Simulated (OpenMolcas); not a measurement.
**C2F6 (hexafluoroethane): levels of theory compared**

Wanted: a comparison of 5 runs (HF/6-31G*, PBE/6-31G*, PBE0/6-31G*, r2SCAN/6-31G*, B3LYP/6-31G*) of C2F6 (hexafluoroethane). 

Program for the calculation: OpenMolcas 26.06.

## (1) The structure to begin with

The species is C2F6 (8 atoms), meant as a singlet with charge 0. SMILES: `FC(F)(F)C(F)(F)F`. The shape is that of a PBE0-D4/def2-TZVP optimisation.

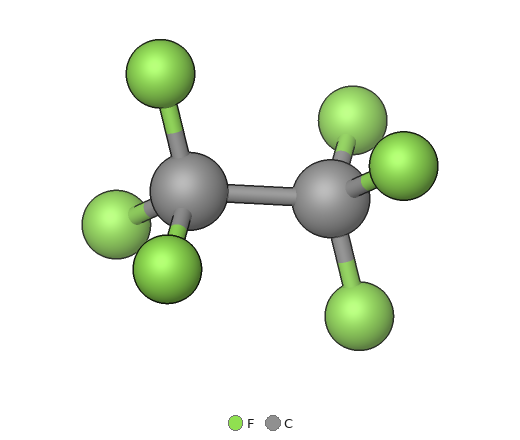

The structure, seen from a chosen angle (fluorine green, carbon grey).

## (2) Energy and forces at HF/6-31G(d) (spherical functions) (run 1)

Contents of job.inp:

```
* C2F6 Hartree-Fock
&GATEWAY
BasLib = $CurrDir
Coord
8
bohr
F      2.01363547    -1.44991127     2.17696450
C      1.25222702    -0.75078819    -0.10376486
F      3.01613518     0.68272025    -1.15447148
F      0.90434733    -2.79038849    -1.51408637
C     -1.25226481     0.75073150     0.10372707
F     -0.90139936     2.79617105     1.50490230
F     -2.01951251     1.44034925    -2.17790936
F     -3.01316831    -0.67888411     1.16465711
Basis = 6-31Gs
Group = NoSym
&SEWARD
&SCF
Thresholds = 1e-10 1e-07 1e-07 1e-05
PrOrbitals = 1 1
&ALASKA
```

The basis set 6-31G* is read from a file made from the Basis Set Exchange's data (not shown).

Launch:

```bash
export MOLCAS_MEM=1860
pymolcas job.inp > job.log
```

What it wrote:

```text
--- Start Module: gateway ---
[...]
--- Stop Module: gateway /rc=_RC_ALL_IS_WELL_ ---
[...]
      Basis functions          112
[...]
--- Start Module: scf ---
[...]
       Convergence after  12 Iterations
[...]
::    Total SCF energy                               -672.3765374338
[...]
      Total spin, S                                     0.0000000000
[...]
      Total electronic charge=   66.000000
      Total            charge=   -0.000000
[...]
      Dipole Moment (debye):
      Origin of the operator (angstrom)=    0.0000    0.0000    0.0000
                   X= -1.4802E-04               Y= -2.0892E-04               Z= -1.7533E-04           Total=  3.1032E-04
      Quadrupole Moment (debye*angstrom):
[...]
 *              Molecular gradients               *
 **************************************************
  Irreducible representation: a
 ------------------------------------------------------------------------------------------
                              X                       Y                       Z
 ------------------------------------------------------------------------------------------
  F1                5.49590159888069E-03   -4.98750756075061E-03    1.57151171132917E-02
  C2                1.93537327396243E-04   -1.40246443986580E-04   -2.74006854544817E-05
  F3                1.24274091979402E-02    9.75133208164891E-03   -7.25636575989697E-03
  F4               -2.14043278333992E-03   -1.42034339818800E-02   -9.75503774703235E-03
  C5               -2.07598399211584E-04    1.22258618570292E-04    8.28575957489974E-06
  F6                2.17591542295395E-03    1.42685265356945E-02    9.67656947335627E-03
  F7               -5.55144418422593E-03    4.89126725362254E-03   -1.57150288985797E-02
  F8               -1.23932881805402E-02   -9.70219650338677E-03    7.35386074464373E-03
[...]
```

Run time: 29 s. Hardware: 1 thread of Intel Xeon Platinum 8259CL at 2.50GHz (Skylake/Cascade Lake), shared host; peak memory 0.67 GiB.

## (3) Energy and gradient at PBE/6-31G(d) (spherical functions) (run 2)

Contents of input.xyz:

```xyz
8

F      1.065570    -0.767260     1.152000
C      0.662650    -0.397300    -0.054910
F      1.596070     0.361280    -0.610920
F      0.478560    -1.476610    -0.801220
C     -0.662670     0.397270     0.054890
F     -0.477000     1.479670     0.796360
F     -1.068680     0.762200    -1.152500
F     -1.594500    -0.359250     0.616310
```

Contents of test.inp:

```
* C2F6 Kohn-Sham DFT

&GATEWAY
  BasLib=$CurrDir
  Coord=input.xyz
  Basis=6-31Gs
  Group=NoSym

&SEWARD
  GridInput
  Grid=UltraFine
  End of Grid

&SCF
  KSDFT=PBE
  Thresholds=1e-10 1e-07 1e-07 1e-05
  PrOrbitals=0

&ALASKA
```

The basis set 6-31G* is read from a file made from the Basis Set Exchange's data (not shown).

Launch:

```bash
export MOLCAS_MEM=1860
pymolcas test.inp > test.log
```

What it wrote:

```text
--- Start Module: gateway ---
[...]
--- Stop Module: gateway /rc=_RC_ALL_IS_WELL_ ---
[...]
      Basis functions          112
[...]
--- Start Module: scf ---
[...]
       Convergence after  12 Iterations
[...]
::    Total KS-DFT energy                            -674.6107076481
[...]
      Total spin, S                                     0.0000000000
[...]
      Total electronic charge=   66.000000
      Total            charge=   -0.000000
[...]
      Dipole Moment (debye):
      Origin of the operator (angstrom)=    0.0000    0.0000    0.0000
                   X= -1.2243E-04               Y= -1.7177E-04               Z= -1.4665E-04           Total=  2.5690E-04
      Quadrupole Moment (debye*angstrom):
[...]
 *              Molecular gradients               *
 **************************************************
  Irreducible representation: a
 ------------------------------------------------------------------------------------------
                              X                       Y                       Z
 ------------------------------------------------------------------------------------------
  F1               -6.73127960670072E-03    6.37469304189153E-03   -2.21351222541983E-02
  C2                1.45338610711176E-02   -8.73501757745943E-03   -1.21607855730707E-03
  F3               -1.64275699041312E-02   -1.42588288146595E-02    1.01282660220701E-02
  F4                4.02213225789916E-03    1.93755656310124E-02    1.36032704596634E-02
  C5               -1.45452948751976E-02    8.72117929189264E-03    1.20033918980625E-03
  F6               -4.04017683574770E-03   -1.94145714991230E-02   -1.35185248407890E-02
  F7                6.78016406119220E-03   -6.30128801014607E-03    2.21515062490134E-02
  F8                1.64081638316063E-02    1.42382679363529E-02   -1.02136562683430E-02
[...]
```

Wall time 68 s (1 thread of Intel Xeon Platinum 8259CL at 2.50GHz (Skylake/Cascade Lake), shared host); peak memory 0.67 GiB.

Runs 3 to 4 aren't shown in full; the table further down has their settings and results.

## (4) Energy and gradient at B3LYP/6-31G(d) (Cartesian functions) (run 5)

Contents of job.inp:

```
&GATEWAY
BASLIB
$CurrDir
COORD
8
angstrom
F        1.065570      -0.767260       1.152000
C        0.662650      -0.397300      -0.054910
F        1.596070       0.361280      -0.610920
F        0.478560      -1.476610      -0.801220
C       -0.662670       0.397270       0.054890
F       -0.477000       1.479670       0.796360
F       -1.068680       0.762200      -1.152500
F       -1.594500      -0.359250       0.616310
BASIS
6-31Gs
GROUP
NoSym
&SEWARD
GRIDINPUT
Grid=UltraFine
End of Grid
&SCF
KSDFT
B3LYP
THRESHOLDS
1e-10 1e-07 1e-07 1e-05
PRORBITALS
1 1
&ALASKA
```

The basis set 6-31G* is read from a file made from the Basis Set Exchange's data (not shown).

Launch:

```bash
export MOLCAS_MEM=1860
pymolcas job.inp > job.log
```

What it wrote:

```text
--- Start Module: gateway ---
[...]
--- Stop Module: gateway /rc=_RC_ALL_IS_WELL_ ---
[...]
      Basis functions          120
[...]
--- Start Module: scf ---
[...]
       Convergence after  12 Iterations
[...]
::    Total KS-DFT energy                            -675.2538873000
[...]
      Total spin, S                                     0.0000000000
[...]
      Total electronic charge=   66.000000
      Total            charge=   -0.000000
[...]
      Dipole Moment (debye):
      Origin of the operator (angstrom)=    0.0000    0.0000    0.0000
                   X= -1.2821E-04               Y= -1.8064E-04               Z= -1.5343E-04           Total=  2.6946E-04
      Quadrupole Moment (debye*angstrom):
[...]
 *              Molecular gradients               *
 **************************************************
  Irreducible representation: a
 ------------------------------------------------------------------------------------------
                              X                       Y                       Z
 ------------------------------------------------------------------------------------------
  F1               -3.95412792064853E-03    3.71860520088241E-03   -1.28081410358085E-02
  C2                1.11220450671479E-02   -6.69149953674086E-03   -9.32956047357797E-04
  F3               -9.56191701798303E-03   -8.21435632017042E-03    5.87255554498789E-03
  F4                2.27684744476231E-03    1.12556369325389E-02    7.87722237808275E-03
  C5               -1.11339098536052E-02    6.67693612160125E-03    9.16643208165147E-04
  F6               -2.28155559377641E-03   -1.12695473087712E-02   -7.83270451626272E-03
  F7                3.97727982494622E-03   -3.68654590300999E-03    1.28203241345979E-02
  F8                9.55533804904363E-03    8.21077081330479E-03   -5.91294366654438E-03
[...]
```

It took 71 s on 1 thread of Intel Xeon Platinum 8259CL at 2.50GHz (Skylake/Cascade Lake), shared host; peak memory 0.76 GiB.

## (5) The series

| run | level | integration grid | Cartesian functions | energy (Eh) | dipole moment (D) | HOMO energy (eV) | LUMO energy (eV) | wall time |
| --- | --- | --- | --- | --- | --- | --- | --- | --- |
| 1 | HF/6-31G* (spherical functions) | – | no | -672.376537 | 0.00 | -15.91 | 7.97 | 29 s |
| 2 | PBE/6-31G* (spherical functions) | UltraFine | no | -674.610708 | 0.00 | -8.66 | 1.78 | 68 s |
| 3 | PBE0/6-31G* (spherical functions) | UltraFine | no | -674.620937 | 0.00 | -10.76 | 2.98 | 65 s |
| 4 | r2SCAN/6-31G* (spherical functions) | UltraFine | no | -674.981202 | 0.00 | -9.31 | 2.07 | 77 s |
| 5 | B3LYP/6-31G* (Cartesian functions) | UltraFine | yes | -675.253887 | 0.00 | -10.44 | 2.71 | 71 s |

## (6) Results

| quantity | value |
| --- | --- |
| run 5: total energy | -675.25389 Eh |
| run 5: dipole moment | 0.00 D |
| run 5: HOMO energy | -10.44 eV |
| run 5: LUMO energy | 2.71 eV |
| run 5: HOMO–LUMO gap | 13.15 eV |
| run 5: largest force on an atom | 0.716 eV/Å |

**Reading.** The HOMO–LUMO gap runs from 10.44 eV (PBE/6-31G*) to 23.89 eV (HF/6-31G*). Exact exchange widens orbital gaps. Totals of different functionals can't be ranked against each other. All runs together took 5.2 min, the longest 77 s.
